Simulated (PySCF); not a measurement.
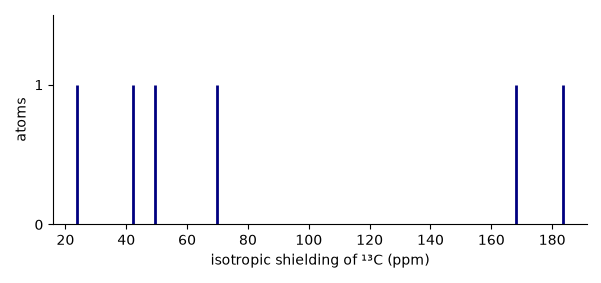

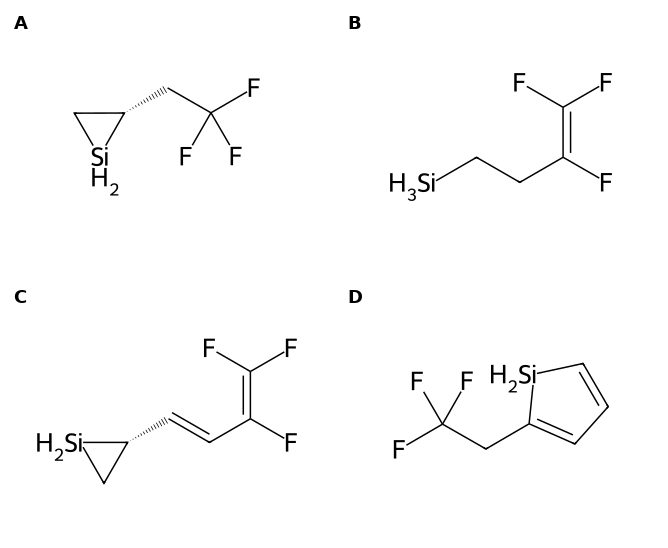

The sticks are computed shieldings of one of the molecules, for one fixed geometry (PBE0-D3(BJ)/def2-SVP) without averaging over rotations. Low shielding means a high chemical shift. Method: GIAO PBE0/pcSseg-1 NMR shielding, non-relativistic, IEF-PCM cyclohexane (PySCF 2.14.0).

Match the spectrum to a structure.

Answer. C, `FC(F)=C(F)/C=C/[C@@H]1C[SiH2]1`. Its 6 C atoms give lines at 23.9, 42.1, 49.4, 69.7, 168.0, 183.4 ppm.
